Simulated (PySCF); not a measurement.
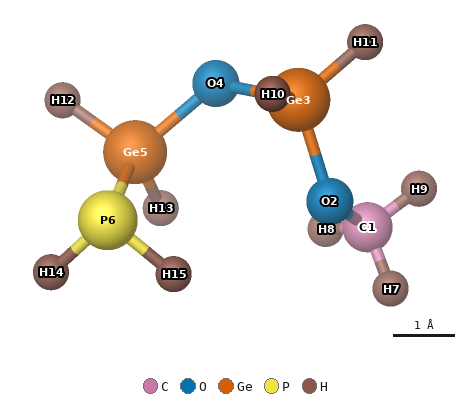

Fig. 1: The structure (ball-and-stick view, seen at a tilt; atoms are numbered from 1 in the order of the input). Sticks mark near contacts.

## CH$_{9}$Ge$_{2}$O$_{2}$P: one change and its effect

System: CH$_{9}$Ge$_{2}$O$_{2}$P, SMILES C[O][GeH2][O][GeH2][PH2].
Method of run A: GIAO PBE0/STO-3G NMR shielding, non-relativistic, gas phase (PySCF 2.14.0).

The geometry comes from this level: PBE0-D3(BJ)/def2-SVP. Text and figures count atoms from 1; the logs count them from 0 in places.

## The input, run A
```
{"job": {"kind": "nmr", "xc": "PBE0", "basis": "STO-3G", "pop": true}, "charge": 0, "multiplicity": 1}
C     -2.080821     0.185385    -1.130646
O     -1.272907     0.918041    -0.249650
Ge    -0.785618     0.238050     1.320608
O      0.361552    -1.074503     1.014123
Ge     1.671513    -1.058460    -0.201780
P      2.511680     1.106993    -0.349405
H     -2.392224     0.847439    -1.953729
H     -1.546759    -0.676563    -1.572049
H     -2.997430    -0.200197    -0.644484
H     -0.109156     1.406438     2.045204
H     -1.994433    -0.396716     2.025920
H      2.754424    -2.013799     0.330042
H      1.083370    -1.580958    -1.530158
H      3.359440     0.769688    -1.450998
H      1.434373     1.538743    -1.181232
```

The first line tells a small driver script what to run in PySCF; the rest is the geometry in Å.

Hardware: 1 CPU thread, shared host.

## Output (run A)
```
coarse grid: 59032 points
cycle   1  E = -4633.9198955239  dE = -4.340e+00  |g| = 9.573e-01  |ddm| = 4.553e+00
cycle   2  E = -4633.3894189924  dE =  5.305e-01  |g| = 1.768e+00  |ddm| = 4.022e+00
cycle   3  E = -4634.2785132279  dE = -8.891e-01  |g| = 2.925e-01  |ddm| = 2.702e+00
cycle   4  E = -4634.3012281239  dE = -2.271e-02  |g| = 1.472e-01  |ddm| = 6.469e-01
cycle   5  E = -4634.3080182257  dE = -6.790e-03  |g| = 2.517e-02  |ddm| = 2.277e-01
cycle   6  E = -4634.3082499832  dE = -2.318e-04  |g| = 1.683e-03  |ddm| = 4.319e-02
cycle   7  E = -4634.3082513343  dE = -1.351e-06  |g| = 4.863e-04  |ddm| = 4.730e-03
final grid: 119976 points
cycle   8  E = -4634.3081927116  dE = -3.676e-08  |g| = 4.091e-04  |ddm| = 1.699e-03
cycle   9  E = -4634.3081927020  dE =  9.557e-09  |g| = 4.524e-04  |ddm| = 1.551e-03
cycle  10  E = -4634.3081927788  dE = -7.676e-08  |g| = 9.077e-05  |ddm| = 8.446e-04
cycle  11  E = -4634.3081927816  dE = -2.790e-09  |g| = 5.190e-06  |ddm| = 1.409e-04
cycle  12  E = -4634.3081927816  dE = -1.000e-11  |g| = 1.271e-06  |ddm| = 1.339e-05
converged SCF energy = -4634.3081927816

GIAO shielding tensors (ppm)
atom      isotropic    diamagn.    paramagn.     s11        s22        s33       span
  0 C      185.727     246.637     -60.911    160.966    164.862    231.352     70.386
  1 O      420.219     379.156      41.064    332.481    455.325    472.852    140.371
  2 Ge    1960.541    2733.392    -772.851   1747.088   1983.104   2151.431    404.343
  3 O      502.157     373.855     128.302    316.503    558.774    631.195    314.692
  4 Ge    1986.490    2734.392    -747.902   1803.880   1893.171   2262.420    458.540
  5 P      760.773     955.270    -194.498    705.837    745.600    830.881    125.044
  6 H       30.573      29.812       0.761     26.205     26.938     38.576     12.372
  7 H       31.015      33.333      -2.318     25.604     31.134     36.308     10.704
  8 H       31.226      30.466       0.760     26.583     28.633     38.462     11.878
  9 H       30.005      32.334      -2.328     24.417     26.171     39.428     15.010
 10 H       30.052      32.052      -2.000     24.537     25.187     40.432     15.895
 11 H       29.972      31.061      -1.089     23.906     25.083     40.927     17.021
 12 H       30.259      33.617      -3.359     24.203     26.618     39.955     15.752
 13 H       32.767      30.617       2.150     27.080     29.160     42.061     14.981
 14 H       32.419      34.172      -1.754     25.560     32.223     39.472     13.912
```

Run B used a changed input.

## The two runs side by side

```tsv
quantity	run A	run B
outcome	converged	converged
total energy (hartree)	−4634.308193	−4688.601983
HOMO (eV)	−3.45	−7.46
LUMO (eV)	5.19	−0.16
dipole moment (D)	0.60	0.98
shielding of C1 (ppm)	185.7	131.0
shielding of O2 (ppm)	420.2	287.6
shielding of Ge3 (ppm)	1960.5	1359.8
shielding of O4 (ppm)	502.2	285.6
shielding of Ge5 (ppm)	1986.5	1369.2
shielding of P6 (ppm)	760.8	564.3
shielding of H13 (ppm)	30.3	25.2
SCF iterations	12	12
basis functions	69	280
wall time (shared host)	8.8 s	64 s
```

Which change of the input explains these differences?

The change (lines with − go, lines with + come):
```diff
-"basis": "STO-3G"
+"basis": "def2-TZVP"
```

The total energy of run B is 34069.9 kcal/mol lower, which measures the change of basis and not a stability. The HOMO goes from −3.45 to −7.46 eV. The LUMO goes from 5.19 to −0.16 eV. The dipole moment goes from 0.60 to 0.98 D. Of all shieldings, the largest change is that of Ge5, by −617.2 ppm. The number of SCF iterations is the same. The basis functions go from 69 to 280.

## Output (run B)
```
coarse grid: 59032 points
cycle   1  E = -4688.3453622213  dE = -7.414e-01  |g| = 1.385e+00  |ddm| = 2.883e+00
cycle   2  E = -4687.7018324593  dE =  6.435e-01  |g| = 2.335e+00  |ddm| = 2.058e+00
cycle   3  E = -4688.5831284262  dE = -8.813e-01  |g| = 3.334e-01  |ddm| = 1.589e+00
cycle   4  E = -4688.6007284474  dE = -1.760e-02  |g| = 9.376e-02  |ddm| = 2.287e-01
cycle   5  E = -4688.6015565532  dE = -8.281e-04  |g| = 5.403e-02  |ddm| = 7.213e-02
cycle   6  E = -4688.6020524243  dE = -4.959e-04  |g| = 7.265e-03  |ddm| = 3.226e-02
cycle   7  E = -4688.6020618177  dE = -9.393e-06  |g| = 1.580e-03  |ddm| = 5.426e-03
final grid: 119976 points
cycle   8  E = -4688.6019821680  dE =  4.272e-08  |g| = 2.111e-03  |ddm| = 4.199e-03
cycle   9  E = -4688.6019813399  dE =  8.281e-07  |g| = 3.118e-03  |ddm| = 3.440e-03
cycle  10  E = -4688.6019829930  dE = -1.653e-06  |g| = 4.418e-04  |ddm| = 1.974e-03
cycle  11  E = -4688.6019830321  dE = -3.908e-08  |g| = 6.743e-05  |ddm| = 2.781e-04
cycle  12  E = -4688.6019830327  dE = -6.648e-10  |g| = 1.345e-05  |ddm| = 4.326e-05
converged SCF energy = -4688.6019830327

GIAO shielding tensors (ppm)
atom      isotropic    diamagn.    paramagn.     s11        s22        s33       span
  0 C      131.006     242.836    -111.829    101.133    105.638    186.249     85.116
  1 O      287.574     389.864    -102.291    193.636    322.836    346.248    152.612
  2 Ge    1359.809    2762.976   -1403.166   1307.959   1340.760   1430.710    122.750
  3 O      285.574     388.314    -102.740    229.978    273.841    352.903    122.925
  4 Ge    1369.249    2759.417   -1390.168   1209.192   1329.253   1569.302    360.110
  5 P      564.308     967.155    -402.847    503.696    563.105    626.124    122.428
  6 H       27.704      28.898      -1.194     23.794     24.903     34.415     10.622
  7 H       27.695      30.842      -3.147     22.746     26.690     33.649     10.903
  8 H       27.982      29.090      -1.107     24.051     25.045     34.851     10.799
  9 H       25.861      29.655      -3.794     19.511     21.685     36.387     16.876
 10 H       25.886      28.989      -3.103     19.466     20.770     37.423     17.957
 11 H       25.738      28.067      -2.329     19.213     21.215     36.784     17.571
 12 H       25.156      29.603      -4.447     19.069     21.173     35.225     16.156
 13 H       29.815      29.010       0.805     24.990     26.287     38.167     13.177
 14 H       29.025      31.073      -2.048     22.987     28.715     35.375     12.387
```

For both runs: Spin–orbit coupling is left out, which matters for the heavy atoms.
